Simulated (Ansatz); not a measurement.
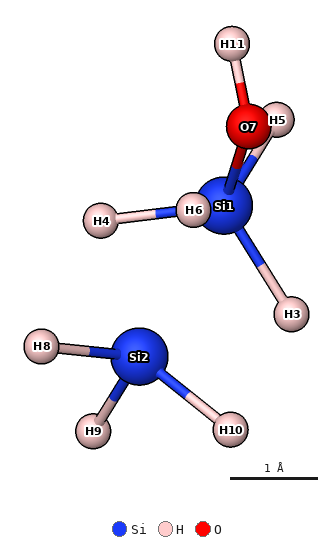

Fig. 1: The starting structure (ball-and-stick view, seen at an oblique angle; atoms are numbered from 1 in the order of the input). Bond lengths as drawn: H–O 0.97 Å, H–Si 1.47 to 1.52 Å and O–Si 1.72 Å.

## Run report: Si$_{2}$H$_{8}$O, geometry relaxation (part 1 of 3)

The run: geometry relaxation of Si$_{2}$H$_{8}$O. Method and program: RKS PBE0-D4/def2-TZVP (Ansatz 0.2.0).

The geometry is a transition state displaced along its imaginary mode. The reaction was set up to form Si1–O7 and Si2–H6 and to break Si1–Si2 and H6–O7 (atoms counted from 1 in the order of the input); sticks are drawn by distance alone. Figures and captions count atoms from 1; the log counts them from 0 in places.

The input:
```yaml
crystal:
  periodic: [false, false, false]
  atoms:
    - {symbol: Si, position_ang: [-1.017079, 0.364693, -0.765989]}
    - {symbol: Si, position_ang: [1.047235, -0.996885, 0.782898]}
    - {symbol: H, position_ang: [-0.512209, -0.677912, -1.703458]}
    - {symbol: H, position_ang: [-1.854805, -0.240304, 0.314799]}
    - {symbol: H, position_ang: [-1.895059, 1.226752, -1.565478]}
    - {symbol: H, position_ang: [0.660195, 0.722243, 0.388875]}
    - {symbol: O, position_ang: [0.049529, 1.633330, -0.323462]}
    - {symbol: H, position_ang: [1.444599, -0.925928, 2.213776]}
    - {symbol: H, position_ang: [0.136489, -2.205331, 0.691882]}
    - {symbol: H, position_ang: [2.250015, -1.389006, -0.005944]}
    - {symbol: H, position_ang: [-0.308909, 2.488448, -0.027999]}
basis:
  gaussian: {orbitals: def2-TZVP}
hamiltonian: {xc: pbe0, dispersion: d4}
relax: {f_tol: 0.005, max_steps: 200}
```

Hardware: 4 threads of Arm Neoverse V1, 23 GiB of memory available, shared host.

Run as:
```bash
ansatz run in.yaml --threads 4 --pin off --events-out ev --progress --plain --max-ram 9574MiB
```

What the program printed:
```
Functional definition: PBE0
  name "PBE0"
  cite "Adamo & Barone, J. Chem. Phys. 110, 6158 (1999) doi:10.1063/1.478522"
  cite "Perdew, Burke & Ernzerhof, Phys. Rev. Lett. 77, 3865 (1996) doi:10.1103/PhysRevLett.77.3865"
  parent pbe
  parameter a = 0.25
  parameter kappa = 0.804
  parameter beta = 0.06672455060314922
  exchange = (1 - a)*pbe_x(kappa = kappa, mu = beta*pi^2/3) + a*exact_x
  correlation = pbe_c(beta = beta)
1039 factors; their error is unknown
mean field evaluation 1: about -17919.8396 eV, gradient 4.6e1 eV
mean field evaluation 2: about -17913.9370 eV, gradient 7.4e1 eV
mean field evaluation 4: about -17923.2622 eV, gradient 1.8e0 eV
mean field evaluation 8: about -17923.2705 eV, gradient 4.7e-2 eV
mean field evaluation 16: about -17923.3401 eV, gradient 2.3e-5 eV
mean field -17923.34008087 eV, -658.6705990958 hartree, gradient 2.3e-5 eV, S^2 0.000000; 0 other end points of the search recorded, 0 dependent functions left out
the calculation of the forces begins
reference -17923.34011633 eV, -658.6706003988 hartree; 22, 22 occupied and 131, 131 virtual orbitals, 1039 factors
relax step   1: F+E_penalty+E_count = -17923.50901979 eV  Δ(F+E_penalty+E_count) = +0.000e0 eV  max|allowed force component| = 2.148e0 eV/Å  Δτ_max = 0.0000 Å  (26 SCF iters, accepted)
these checks for a lower state are left out or cut short: starts, cluster_reference, orbital_swaps, neighbouring_geometries, increment
1039 factors; their error is unknown
mean field -17923.86143841 eV, -658.6897586319 hartree, gradient 2.2e-5 eV, S^2 0.000000; 0 other end points of the search recorded, 0 dependent functions left out
[... from here on the field's lines of each further geometry are left out, up to the last ...]
relax step   2: F+E_penalty+E_count = -17924.02740245 eV  Δ(F+E_penalty+E_count) = -5.184e-1 eV  max|allowed force component| = 2.513e0 eV/Å  Δτ_max = 0.1964 Å  (29 SCF iters, accepted)
relax step   3: F+E_penalty+E_count = -17924.67515478 eV  Δ(F+E_penalty+E_count) = -6.478e-1 eV  max|allowed force component| = 1.349e0 eV/Å  Δτ_max = 0.1944 Å  (27 SCF iters, accepted)
relax step   4: F+E_penalty+E_count = -17925.01334728 eV  Δ(F+E_penalty+E_count) = -3.382e-1 eV  max|allowed force component| = 1.456e0 eV/Å  Δτ_max = 0.1948 Å  (28 SCF iters, accepted)
relax step   5: F+E_penalty+E_count = -17925.31643970 eV  Δ(F+E_penalty+E_count) = -3.031e-1 eV  max|allowed force component| = 9.169e-1 eV/Å  Δτ_max = 0.2000 Å  (28 SCF iters, accepted)
relax step   6: F+E_penalty+E_count = -17925.41645355 eV  Δ(F+E_penalty+E_count) = -1.000e-1 eV  max|allowed force component| = 4.576e-1 eV/Å  Δτ_max = 0.1993 Å  (28 SCF iters, accepted)
relax step   7: F+E_penalty+E_count = -17925.44270328 eV  Δ(F+E_penalty+E_count) = -2.625e-2 eV  max|allowed force component| = 2.666e-1 eV/Å  Δτ_max = 0.1979 Å  (26 SCF iters, accepted)
relax step   8: F+E_penalty+E_count = -17925.38667504 eV  Δ(F+E_penalty+E_count) = +5.603e-2 eV  max|allowed force component| = 5.965e-1 eV/Å  Δτ_max = 0.1724 Å  (28 SCF iters, rejected (line search))
relax step   9: F+E_penalty+E_count = -17925.45207578 eV  Δ(F+E_penalty+E_count) = -9.372e-3 eV  max|allowed force component| = 2.739e-2 eV/Å  Δτ_max = 0.0862 Å  (28 SCF iters, accepted)
relax step  10: F+E_penalty+E_count = -17925.45420566 eV  Δ(F+E_penalty+E_count) = -2.130e-3 eV  max|allowed force component| = 1.894e-2 eV/Å  Δτ_max = 0.0556 Å  (27 SCF iters, accepted)
relax step  11: F+E_penalty+E_count = -17925.45504263 eV  Δ(F+E_penalty+E_count) = -8.370e-4 eV  max|allowed force component| = 1.498e-1 eV/Å  Δτ_max = 0.1473 Å  (28 SCF iters, accepted)
relax step  12: F+E_penalty+E_count = -17925.45649607 eV  Δ(F+E_penalty+E_count) = -1.453e-3 eV  max|allowed force component| = 2.332e-1 eV/Å  Δτ_max = 0.0214 Å  (29 SCF iters, accepted)
relax step  13: F+E_penalty+E_count = -17925.45799101 eV  Δ(F+E_penalty+E_count) = -1.495e-3 eV  max|allowed force component| = 9.461e-3 eV/Å  Δτ_max = 0.0407 Å  (27 SCF iters, accepted)
relax step  14: F+E_penalty+E_count = -17925.45878135 eV  Δ(F+E_penalty+E_count) = -7.903e-4 eV  max|allowed force component| = 8.135e-2 eV/Å  Δτ_max = 0.0718 Å  (28 SCF iters, accepted)
relax step  15: F+E_penalty+E_count = -17925.45901452 eV  Δ(F+E_penalty+E_count) = -2.332e-4 eV  max|allowed force component| = 8.550e-2 eV/Å  Δτ_max = 0.0688 Å  (28 SCF iters, accepted)
relax step  16: F+E_penalty+E_count = -17925.45929220 eV  Δ(F+E_penalty+E_count) = -2.777e-4 eV  max|allowed force component| = 3.259e-2 eV/Å  Δτ_max = 0.0167 Å  (29 SCF iters, accepted)
relax step  17: F+E_penalty+E_count = -17925.45944101 eV  Δ(F+E_penalty+E_count) = -1.488e-4 eV  max|allowed force component| = 1.133e-2 eV/Å  Δτ_max = 0.0173 Å  (28 SCF iters, accepted)
relax step  18: F+E_penalty+E_count = -17925.45961616 eV  Δ(F+E_penalty+E_count) = -1.751e-4 eV  max|allowed force component| = 2.619e-2 eV/Å  Δτ_max = 0.0373 Å  (28 SCF iters, accepted)
relax step  19: F+E_penalty+E_count = -17925.45837980 eV  Δ(F+E_penalty+E_count) = +1.236e-3 eV  max|allowed force component| = 1.318e-1 eV/Å  Δτ_max = 0.1424 Å  (27 SCF iters, rejected (line search))
relax step  20: F+E_penalty+E_count = -17925.45949804 eV  Δ(F+E_penalty+E_count) = +1.181e-4 eV  max|allowed force component| = 5.611e-2 eV/Å  Δτ_max = 0.0084 Å  (22 SCF iters, rejected (line search))
relax step  21: F+E_penalty+E_count = -17925.45967124 eV  Δ(F+E_penalty+E_count) = -5.508e-5 eV  max|allowed force component| = 4.725e-3 eV/Å  Δτ_max = 0.0042 Å  (21 SCF iters, accepted)
relax step  22: F+E_penalty+E_count = -17925.45983742 eV  Δ(F+E_penalty+E_count) = -1.662e-4 eV  max|allowed force component| = 7.762e-2 eV/Å  Δτ_max = 0.0951 Å  (27 SCF iters, accepted)
relax step  23: F+E_penalty+E_count = -17925.46011897 eV  Δ(F+E_penalty+E_count) = -2.815e-4 eV  max|allowed force component| = 3.593e-2 eV/Å  Δτ_max = 0.0197 Å  (29 SCF iters, accepted)
relax step  24: F+E_penalty+E_count = -17925.46050260 eV  Δ(F+E_penalty+E_count) = -3.836e-4 eV  max|allowed force component| = 1.497e-2 eV/Å  Δτ_max = 0.0428 Å  (28 SCF iters, accepted)
relax step  25: F+E_penalty+E_count = -17925.46006063 eV  Δ(F+E_penalty+E_count) = +4.420e-4 eV  max|allowed force component| = 1.469e-1 eV/Å  Δτ_max = 0.1932 Å  (26 SCF iters, rejected (line search))
relax step  26: F+E_penalty+E_count = -17925.45173351 eV  Δ(F+E_penalty+E_count) = +8.769e-3 eV  max|allowed force component| = 4.775e-1 eV/Å  Δτ_max = 0.0248 Å  (28 SCF iters, rejected (line search))
relax step  27: F+E_penalty+E_count = -17925.46063855 eV  Δ(F+E_penalty+E_count) = -1.359e-4 eV  max|allowed force component| = 8.854e-3 eV/Å  Δτ_max = 0.0124 Å  (29 SCF iters, accepted)
relax step  28: F+E_penalty+E_count = -17925.46130299 eV  Δ(F+E_penalty+E_count) = -6.644e-4 eV  max|allowed force component| = 4.643e-2 eV/Å  Δτ_max = 0.0977 Å  (27 SCF iters, accepted)
relax step  29: F+E_penalty+E_count = -17925.46042458 eV  Δ(F+E_penalty+E_count) = +8.784e-4 eV  max|allowed force component| = 1.439e-1 eV/Å  Δτ_max = 0.1405 Å  (27 SCF iters, rejected (line search))
relax step  30: F+E_penalty+E_count = -17925.46195838 eV  Δ(F+E_penalty+E_count) = -6.554e-4 eV  max|allowed force component| = 3.863e-2 eV/Å  Δτ_max = 0.0691 Å  (27 SCF iters, accepted)
relax step  31: F+E_penalty+E_count = -17925.46233339 eV  Δ(F+E_penalty+E_count) = -3.750e-4 eV  max|allowed force component| = 4.110e-2 eV/Å  Δτ_max = 0.0731 Å  (27 SCF iters, accepted)
relax step  32: F+E_penalty+E_count = -17925.46278520 eV  Δ(F+E_penalty+E_count) = -4.518e-4 eV  max|allowed force component| = 6.178e-2 eV/Å  Δτ_max = 0.0696 Å  (28 SCF iters, accepted)
relax step  33: F+E_penalty+E_count = -17925.46306407 eV  Δ(F+E_penalty+E_count) = -2.789e-4 eV  max|allowed force component| = 4.732e-2 eV/Å  Δτ_max = 0.0070 Å  (22 SCF iters, accepted)
relax step  34: F+E_penalty+E_count = -17925.46352114 eV  Δ(F+E_penalty+E_count) = -4.571e-4 eV  max|allowed force component| = 2.080e-2 eV/Å  Δτ_max = 0.0393 Å  (28 SCF iters, accepted)
relax step  35: F+E_penalty+E_count = -17925.46373413 eV  Δ(F+E_penalty+E_count) = -2.130e-4 eV  max|allowed force component| = 2.113e-2 eV/Å  Δτ_max = 0.0630 Å  (28 SCF iters, accepted)
relax step  36: F+E_penalty+E_count = -17925.46378747 eV  Δ(F+E_penalty+E_count) = -5.334e-5 eV  max|allowed force component| = 1.380e-2 eV/Å  Δτ_max = 0.0192 Å  (29 SCF iters, accepted)
relax step  37: F+E_penalty+E_count = -17925.46380182 eV  Δ(F+E_penalty+E_count) = -1.434e-5 eV  max|allowed force component| = 8.107e-3 eV/Å  Δτ_max = 0.0044 Å  (22 SCF iters, accepted)
relax step  38: F+E_penalty+E_count = -17925.46381130 eV  Δ(F+E_penalty+E_count) = -9.486e-6 eV  max|allowed force component| = 5.640e-3 eV/Å  Δτ_max = 0.0046 Å  (22 SCF iters, accepted)
relax step  39: F+E_penalty+E_count = -17925.46382765 eV  Δ(F+E_penalty+E_count) = -1.634e-5 eV  max|allowed force component| = 9.662e-3 eV/Å  Δτ_max = 0.0125 Å  (29 SCF iters, accepted)
relax step  40: F+E_penalty+E_count = -17925.46383827 eV  Δ(F+E_penalty+E_count) = -1.062e-5 eV  max|allowed force component| = 5.245e-3 eV/Å  Δτ_max = 0.0150 Å  (29 SCF iters, accepted)
relax step  41: F+E_penalty+E_count = -17925.46384478 eV  Δ(F+E_penalty+E_count) = -6.516e-6 eV  max|allowed force component| = 6.015e-3 eV/Å  Δτ_max = 0.0084 Å  (30 SCF iters, accepted)
relax step  42: F+E_penalty+E_count = -17925.46385512 eV  Δ(F+E_penalty+E_count) = -1.034e-5 eV  max|allowed force component| = 9.626e-3 eV/Å  Δτ_max = 0.0139 Å  (29 SCF iters, accepted)
relax step  43: F+E_penalty+E_count = -17925.46386450 eV  Δ(F+E_penalty+E_count) = -9.371e-6 eV  max|allowed force component| = 6.581e-3 eV/Å  Δτ_max = 0.0185 Å  (29 SCF iters, accepted)
relax step  44: F+E_penalty+E_count = -17925.46386947 eV  Δ(F+E_penalty+E_count) = -4.975e-6 eV  max|allowed force component| = 4.948e-3 eV/Å  Δτ_max = 0.0097 Å  (28 SCF iters, accepted)
relax step  45: F+E_penalty+E_count = -17925.46387352 eV  Δ(F+E_penalty+E_count) = -4.050e-6 eV  max|allowed force component| = 4.133e-3 eV/Å  Δτ_max = 0.0116 Å  (29 SCF iters, accepted)
the calculation of the forces begins
reference -17925.32531960 eV, -658.7435552733 hartree; 22, 22 occupied and 131, 131 virtual orbitals, 1039 factors
relax step  46: F+E_penalty+E_count = -17925.46387605 eV  Δ(F+E_penalty+E_count) = -2.529e-6 eV  max|allowed force component| = 2.820e-3 eV/Å  Δτ_max = 0.0068 Å  (22 SCF iters, accepted)
```

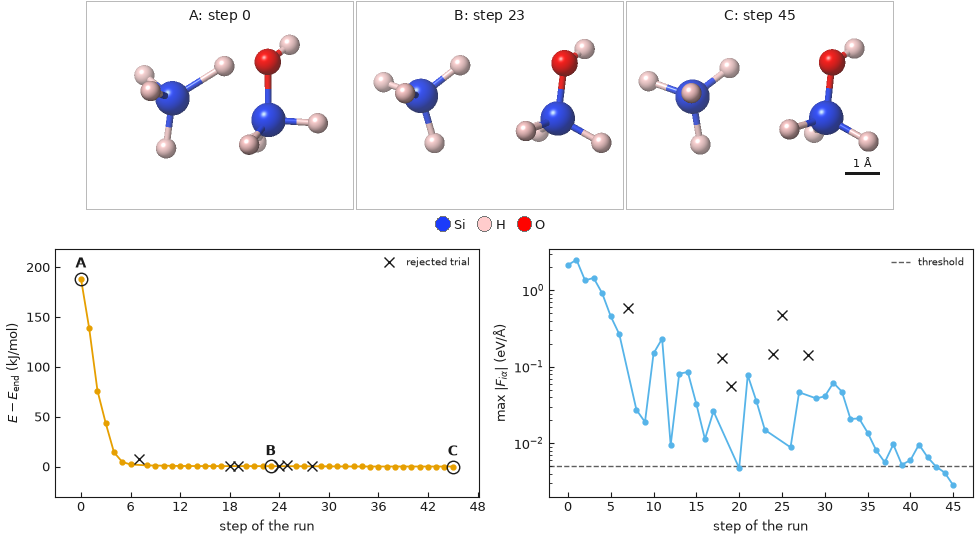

Fig. 2: Frames of the relaxation (ball-and-stick view, seen at a tilt) above the curves, on which the letters mark them (the first geometry is step 0 here and step 1 in the log).

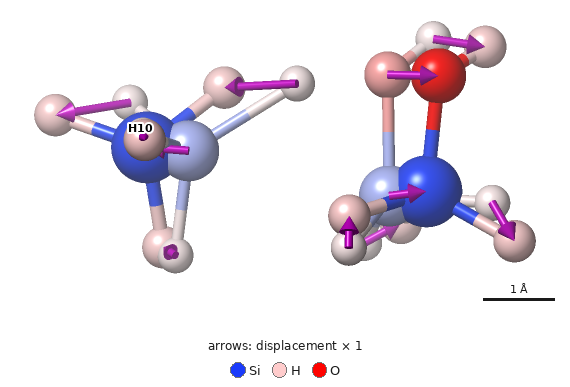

Fig. 3: Start (faint) and end (solid) with the displacements as pink arrows, at true length (ball-and-stick view, seen at a tilt). The two geometries are laid on each other by the best rigid fit. After 45 geometry steps the energy has fallen by 188.6 kJ/mol. Largest force component: 2.1 eV/Å at the start, 0.0028 eV/Å at the end. The line search rejected the trial steps at points 7, 18, 19, 24, 25, 28 (counted from 0) and went back. The largest move after the best rigid fit is that of H6, 1.19 Å. By element the largest moves are H 1.19 Å, O 0.73 Å, Si 0.60 Å. Among the contacts that change: Si2–H6 1.806 → 1.485 Å, Si1–O7 1.715 → 1.647 Å, Si2–H9 1.516 → 1.485 Å, Si1–H5 1.467 → 1.489 Å. Among the angles that change: H6–Si2–H9 128.1° → 109.5°, H5–Si1–O7 94.5° → 111.6°, H3–Si1–O7 118.0° → 105.9°. (Atoms are counted from 1 in the order of the input.)

```
1039 factors; their error is unknown
mean field -17925.32528226 eV, -658.7435539013 hartree, gradient 1.4e-5 eV, S^2 0.000000; 1 other end points of the search recorded, 0 dependent functions left out
the calculation of the forces begins
reference -17925.32531960 eV, -658.7435552733 hartree; 22, 22 occupied and 131, 131 virtual orbitals, 1039 factors
Total energy: -17925.46391338 eV, -658.7486485010 hartree
Atom 0 at    -1.277333     0.749242    -1.024217 Å, force     0.000320    -0.002024    -0.000538 eV/Å
Atom 1 at     1.402003    -1.339360     1.118524 Å, force    -0.001395     0.000325    -0.002820 eV/Å
Atom 2 at    -0.357295    -0.333027    -1.445025 Å, force    -0.000084     0.000355     0.000500 eV/Å
Atom 3 at    -2.000889     0.342593     0.211452 Å, force    -0.000016     0.000600    -0.000663 eV/Å
Atom 4 at    -2.286975     0.992135    -2.091170 Å, force    -0.000225     0.000233     0.000452 eV/Å
Atom 5 at     0.988579     0.073503     1.310850 Å, force     0.000781    -0.002598    -0.000152 eV/Å
Atom 6 at    -0.330281     2.073259    -0.771709 Å, force    -0.000408    -0.000151     0.000034 eV/Å
Atom 7 at     2.212219    -1.781095     2.282764 Å, force     0.000067     0.000157     0.000189 eV/Å
Atom 8 at     0.195106    -2.197825     1.007158 Å, force     0.001616     0.001668     0.000493 eV/Å
Atom 9 at     2.210823    -1.458562    -0.120383 Å, force    -0.000961     0.000500     0.002184 eV/Å
Atom 10 at    -0.755955     2.879238    -0.478343 Å, force     0.000307     0.000935     0.000321 eV/Å
Dipole moment:    -0.215817     0.193563     0.068705 e Å
```

Trajectory as extended XYZ (Å, eV, eV/Å), 46 frames, from step=1 to step=46:
```
11
Properties=species:S:1:pos:R:3:forces:R:3 step=1 energy=-17923.50902
Si   -1.0171    0.3647   -0.7660   -0.5452   0.0852  -0.1943
Si    1.0472   -0.9969    0.7829    0.1801   0.2359   0.0983
H    -0.5122   -0.6779   -1.7035    0.2094   0.2157   0.2215
H    -1.8548   -0.2403    0.3148    0.2803   0.1910  -0.0776
H    -1.8951    1.2268   -1.5655   -0.4985   0.1046  -0.2966
H     0.6602    0.7222    0.3889    0.5468  -2.1476   0.6769
O     0.0495    1.6333   -0.3235   -0.3441   1.1316  -0.2217
H     1.4446   -0.9259    2.2138    0.0991  -0.0611   0.1489
H     0.1365   -2.2053    0.6919    0.0391   0.4835  -0.0485
H     2.2500   -1.3890   -0.0059    0.0718   0.0284   0.0036
H    -0.3089    2.4884   -0.0280   -0.0387  -0.2670  -0.3106
11
Properties=species:S:1:pos:R:3:forces:R:3 step=2 energy=-17924.02740
Si   -1.1158    0.4221   -0.8363   -0.0314   0.7647  -0.0803
Si    1.1514   -1.0014    0.8496   -0.3241   0.4732  -0.1331
H    -0.5244   -0.6226   -1.7122    0.0941   0.1965   0.1480
H    -1.8861   -0.1888    0.2775    0.1142   0.0803  -0.0396
H    -2.0185    1.2813   -1.6390   -0.1826  -0.0822  -0.0919
H     0.6006    0.5353    0.3809    1.3668  -2.5131   1.3195
O     0.0401    1.5861   -0.3167   -1.1922   1.1629  -0.9398
H     1.5394   -0.9692    2.2885    0.0565  -0.0319   0.0127
H     0.1426   -2.1118    0.6979    0.1678   0.1963   0.0279
H     2.3397   -1.3900    0.0365    0.0218  -0.0041   0.0427
H    -0.2690    2.4591   -0.0268   -0.0910  -0.2425  -0.2661
11
Properties=species:S:1:pos:R:3:forces:R:3 step=3 energy=-17924.67516
Si   -1.1609    0.4666   -0.8699    0.6865   1.2646   0.3074
Si    1.1872   -1.0091    0.8764   -0.0617  -0.2903   0.0352
H    -0.5178   -0.5821   -1.7052    0.0360   0.1859   0.1085
H    -1.8840   -0.1586    0.2673    0.0247   0.0404  -0.0514
H    -2.0803    1.2942   -1.6732   -0.2937  -0.0984  -0.1756
H     0.6548    0.3593    0.4431    0.8301  -1.3493   0.7958
O     0.0088    1.6181   -0.3467   -1.0415  -0.3774  -1.1081
H     1.5701   -0.9872    2.3128    0.0557  -0.0044   0.0289
H     0.1494   -2.0795    0.7008    0.1438   0.1213   0.0391
H     2.3656   -1.3928    0.0505    0.0157   0.0156   0.0449
H    -0.2927    2.4712   -0.0560   -0.3956   0.4920  -0.0247
11
Properties=species:S:1:pos:R:3:forces:R:3 step=4 energy=-17925.01335
Si   -1.1958    0.5263   -0.8985    0.9302   1.2127   0.4278
Si    1.2315   -1.0690    0.9130    0.4268  -1.4559   0.3703
H    -0.5116   -0.5297   -1.6936   -0.0082   0.1936   0.0493
H    -1.8771   -0.1217    0.2565   -0.0133   0.0948  -0.0690
H    -2.1560    1.2918   -1.7172   -0.2792  -0.1183  -0.1494
H     0.7285    0.1934    0.5139   -0.1547   0.8590  -0.0662
O    -0.0327    1.6853   -0.4084   -1.3675   0.5678  -0.2172
H     1.6060   -1.0229    2.3457    0.0891  -0.0655   0.0865
H     0.1669   -2.0927    0.7160    0.0865  -0.0562   0.0558
H     2.3995   -1.4210    0.0681    0.0769  -0.0583   0.0454
H    -0.3591    2.5603   -0.0958    0.2134  -1.1737  -0.5333
```
